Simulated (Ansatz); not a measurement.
GaH$_{7}$OSi

```yaml
atoms:
  - { symbol: Ga, position_ang: [-0.4610, -0.5138, -1.0152] }
  - { symbol: O, position_ang: [0.1563, 1.5956, -0.9289] }
  - { symbol: H, position_ang: [0.6799, -0.9405, -2.0226] }
  - { symbol: H, position_ang: [-1.9246, -0.3300, -1.5536] }
  - { symbol: H, position_ang: [0.5046, 1.7573, -0.0436] }
  - { symbol: Si, position_ang: [-0.0548, -0.8298, 1.3538] }
  - { symbol: H, position_ang: [0.8751, 1.7616, -1.5474] }
  - { symbol: H, position_ang: [0.9409, -1.8866, 1.6922] }
  - { symbol: H, position_ang: [-1.2601, -1.0682, 2.1973] }
  - { symbol: H, position_ang: [0.5435, 0.4546, 1.8680] }
```

The product side of a reaction path; geometry: PBE0-D4/def2-TZVP.

All numbers below come from RKS PBE0-D4/def2-TZVPP in Ansatz 0.2.0.

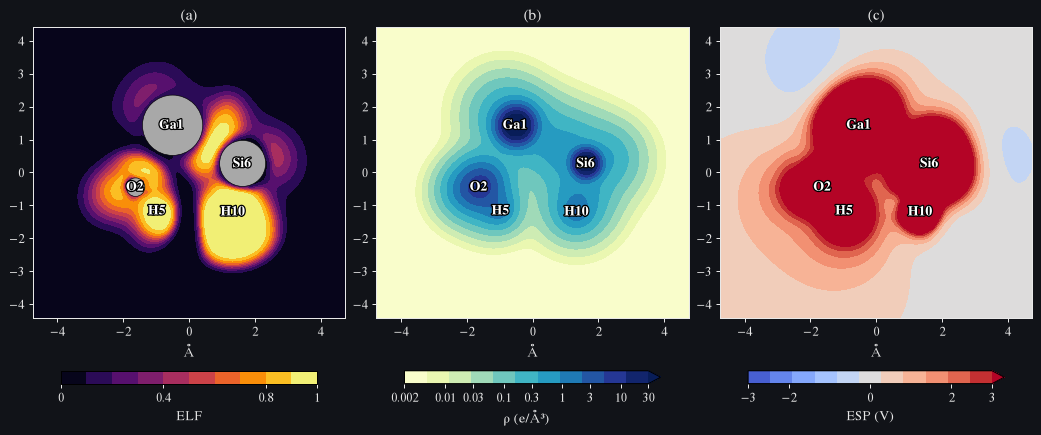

Figure 1. (a) ELF; (b) total electron density; (c) electrostatic potential on the plane of atoms Ga1, Si6 and H10. Grey discs cover the atomic cores in the ELF map.

What does the map show?

- Atoms in the plane: Ga, O, H and Si.
- Ga–O (2.20 Å): the density is about 0.34 e/Å³ at the midpoint; the ELF peaks at about 0.90 in the valence shell of O, 0.6 Å from its nucleus, and is about 0.20 at the midpoint.
- Ga–Si (2.42 Å): ρ at the midpoint is about 0.53 e/Å³; the ELF peaks at about 0.95 between the atoms, as expected for a covalent bond.
- O–H (0.97 Å): the density is about 3.8 e/Å³ at the midpoint; the ELF climbs to about 1 towards the hydrogen, as it does in any bond to H: a covalent bond by its length.
- Si–H (1.51 Å): ρ is about 0.75 e/Å³ halfway; the ELF climbs to about 1 towards the hydrogen.
- Outside the dense part of the molecule the potential is most negative (−0.5 V) near H4, which lies off the plane.

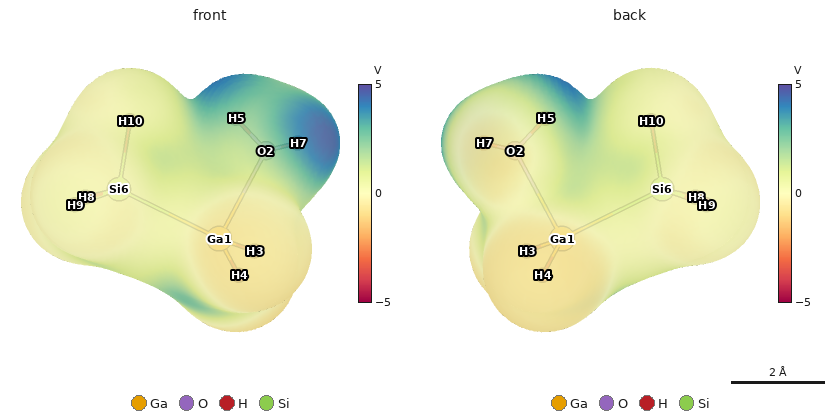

Figure 2. The molecular electrostatic potential painted on the density surface at 0.004 e/bohr³, seen from the front and from behind; red is negative and blue positive.

Where is the surface potential most negative and most positive?

The most negative region (about −0.7 V) lies over O2 and H4, the most positive (about +4.4 V) over H7.

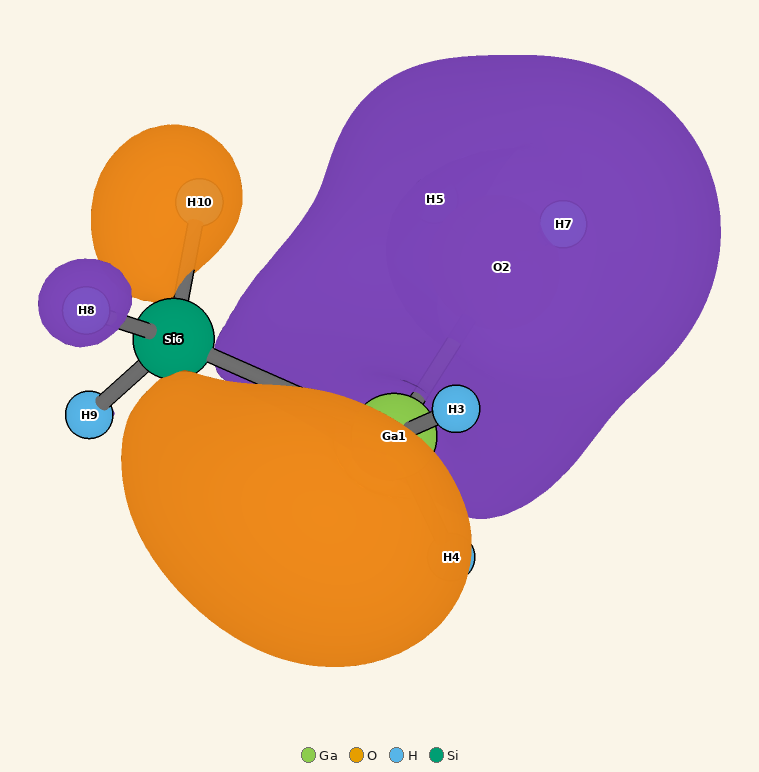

Figure 3. The LUMO at ±0.08 Å⁻³ᐟ² (orange and purple are the two phases), seen at a tilt.

Describe this orbital and give its energy.

Its weight (Hirshfeld) is mainly on Ga1 (about 40 %), H7 (about 15 %), Si6 (about 15 %), O2 (about 10 %) and H5 (about 10 %). Its energy is −0.83 eV.
